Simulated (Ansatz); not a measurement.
# BF3 (boron trifluoride) at B3LYP/6-31G(d) (spherical functions)

What is the vertical electron affinity of BF3 (boron trifluoride) at B3LYP/6-31G* (spherical functions)? 

Program for the calculation: Ansatz 0.2.0.

37 further runs of the same task are left out: 1 that didn't finish, 36 set aside as unsound or not needed.

### 1 The structure to begin with

The species is BF3 (4 atoms), meant as a singlet with charge 0. As SMILES, `FB(F)F`. The coordinates come from a PBE0-D4/def2-TZVP relaxation.

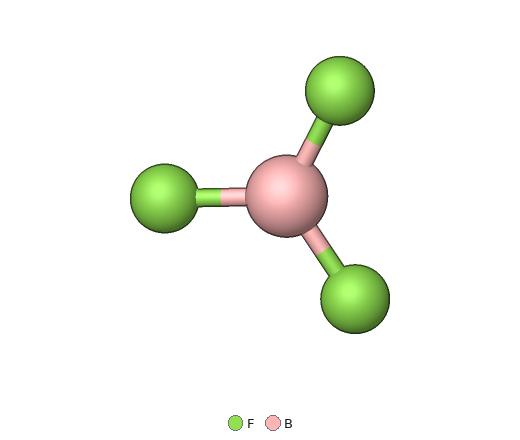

The structure, seen from a chosen angle (fluorine green, boron pink).

### 2 The energy at B3LYP/6-31G(d) (spherical functions)

Contents of molecule.yaml:

```yaml
crystal:
  periodic: [false, false, false]
  atoms:
    - {symbol: F, position_ang: [0.543870, 0.210740, 1.174280]}
    - {symbol: B, position_ang: [0.000020, -0.000000, 0.000010]}
    - {symbol: F, position_ang: [-0.265170, -1.223510, -0.389620]}
    - {symbol: F, position_ang: [-0.278730, 1.012770, -0.784660]}
basis:
  gaussian: {orbitals: 6-31G_st_-spherical.json}
hamiltonian: {xc: {name: B3LYP}}
accuracy: high
output: {orbitals: {seedname: orbitals}}
```

The basis set 6-31G* is read from a file made from the Basis Set Exchange's data (not shown).

The run is started by

```bash
$ ansatz run molecule.yaml --threads 1 --pin off --max-ram 3480MiB --events-out events.jsonl --progress --plain --runs-dir runs
```

The log of the run:

```text
Warning: RAYON_NUM_THREADS=1 ignored (pool sized by the plan → 1); use --threads N
Functional definition: B3LYP
  name "B3LYP"
  parameter a0 = 0.2
  parameter ax = 0.72
  parameter ac = 0.81
  exchange = (1 - a0 - ax)*slater_x + ax*b88_x + a0*exact_x
  correlation = (1 - ac)*vwn_rpa_c + ac*lyp_c
1181 factors; integrals over basis functions are off by at most 2.9e-9 eV
mean field evaluation 1: about -8828.9938 eV, gradient 4.2e1 eV
mean field evaluation 2: about -8826.6888 eV, gradient 5.9e1 eV
mean field evaluation 4: about -8831.4266 eV, gradient 2.6e-1 eV
mean field evaluation 8: about -8831.4280 eV, gradient 4.7e-3 eV
mean field evaluation 16: about -8831.4280 eV, gradient 4.4e-8 eV
mean field -8831.42795576 eV, -324.5489912174 hartree, gradient 8.5e-9 eV, S^2 0.000000; 0 other end points of the search recorded, 0 dependent functions left out
reference -8831.42797845 eV, -324.5489920512 hartree; 16, 16 occupied and 40, 40 virtual orbitals, 1181 factors
Total energy: -8831.42797845 eV, -324.5489920512 hartree
```

It took 1.8 s on 1 thread of Arm Neoverse V2, shared host; peak memory 0.14 GiB.

### 3 The doublet anion

Contents of job.yaml:

```yaml
crystal:
  periodic: [false, false, false]
  atoms:
    - symbol: F
      position_ang: [0.543870, 0.210740, 1.174280]
    - symbol: B
      position_ang: [0.000020, -0.000000, 0.000010]
    - symbol: F
      position_ang: [-0.265170, -1.223510, -0.389620]
    - symbol: F
      position_ang: [-0.278730, 1.012770, -0.784660]
basis:
  gaussian:
    orbitals: 6-31G_st_-spherical.json
total_charge: -1
magnetization:
  spin_polarized: true
  initial_magnetization: 1
hamiltonian:
  xc: {name: B3LYP}
accuracy: high
output: {orbitals: {seedname: orbitals}}
```

The basis set 6-31G* is read from a file made from the Basis Set Exchange's data (not shown).

The run is started by

```bash
$ ansatz run job.yaml --threads 1 --pin off --max-ram 3480MiB --events-out events.jsonl --progress --plain --runs-dir runs
```

The log of the run:

```text
Warning: RAYON_NUM_THREADS=1 ignored (pool sized by the plan → 1); use --threads N
Functional definition: B3LYP
  name "B3LYP"
  parameter a0 = 0.2
  parameter ax = 0.72
  parameter ac = 0.81
  exchange = (1 - a0 - ax)*slater_x + ax*b88_x + a0*exact_x
  correlation = (1 - ac)*vwn_rpa_c + ac*lyp_c
1181 factors; integrals over basis functions are off by at most 2.9e-9 eV
mean field evaluation 1: about -8827.0038 eV, gradient 4.8e0 eV
mean field evaluation 2: about -8827.1088 eV, gradient 2.4e0 eV
mean field evaluation 4: about -8827.1257 eV, gradient 6.9e-1 eV
mean field evaluation 8: about -8827.2466 eV, gradient 1.8e-2 eV
mean field evaluation 16: about -8827.2466 eV, gradient 4.2e-6 eV
mean field -8827.24660711 eV, -324.3953294887 hartree, gradient 4.8e-8 eV, S^2 0.751538; 0 other end points of the search recorded, 0 dependent functions left out
reference -8827.24663137 eV, -324.3953303801 hartree; 17, 16 occupied and 39, 40 virtual orbitals, 1181 factors
Total energy: -8827.24663137 eV, -324.3953303801 hartree
```

It took 4.2 s on 1 thread of Arm Neoverse V2, shared host; peak memory 0.19 GiB.

### 4 What came out

At B3LYP/6-31G* (spherical functions):

| quantity | value |
| --- | --- |
| singlet BF3: total energy | -324.54899 Eh |
| singlet BF3: HOMO energy | -11.25 eV |
| singlet BF3: LUMO energy | 1.09 eV |
| singlet BF3: HOMO–LUMO gap | 12.33 eV |
| doublet anion: total energy | -324.39533 Eh |
| doublet anion: HOMO energy (highest over α and β) | 7.34 eV |
| doublet anion: LUMO energy (lowest over α and β) | 10.03 eV |
| doublet anion: ⟨S²⟩ | 0.752 |
| vertical electron affinity (to the doublet anion) | -4.181 eV |

In words: The anion lies 4.18 eV (403 kJ/mol) above the neutral: the electron isn't bound at this level, and such a value depends on the basis. Without diffuse functions anions come out too high. The HOMO (doublet anion) lies at positive energy, 7.34 eV; only total energies tell whether the electron is bound.
